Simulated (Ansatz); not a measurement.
**Predicting a hybrid from its neighbours: SiH4**

SiH4: 5 atoms, total charge 0, spin state singlet. SMILES: `[H][Si]([H])([H])[H]`. The coordinates come from a GFN2-xTB relaxation.

The vertical ionisation energy (to the doublet cation) y, in eV, basis 6-31G; a is the functional's share of exact exchange. Programs: Ansatz 0.2.0.

```
functional  program     a  y (eV)
      BLYP   Ansatz     0   12.25
       PBE   Ansatz     0   12.36
     B3LYP   Ansatz   0.2   12.65
      PBE0   Ansatz  0.25       ?
   r2SCAN0   Ansatz  0.25   12.76
     BHLYP   Ansatz   0.5   12.80
```

Problem. Fit y = c + s·a to the known rows and predict PBE0.

Solution. 
1. Means of the 5 rows: a = 0.1900, y = 12.564.
2. Σ(Δa)² = 0.172, Σ(Δa·Δy) = 0.1842, so the slope is 0.1842/0.172 = 1.0709.
3. Intercept: 12.564 − (1.0709) × 0.1900 = 12.361. The largest residual of the fit is 0.13.
4. PBE0: 12.361 + (1.0709) × 0.25 = 12.63 eV.

The run gave 12.65 eV, so the prediction is off by -0.02 eV, within the largest residual.

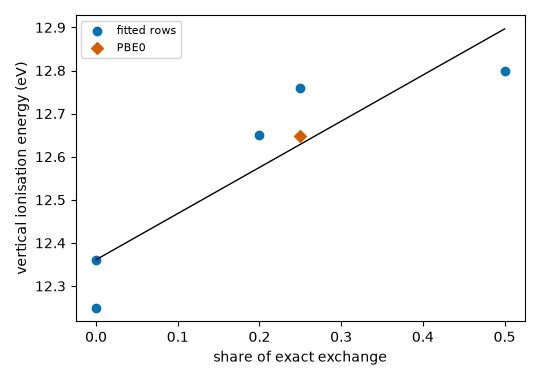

The fitted line, with the withheld row.
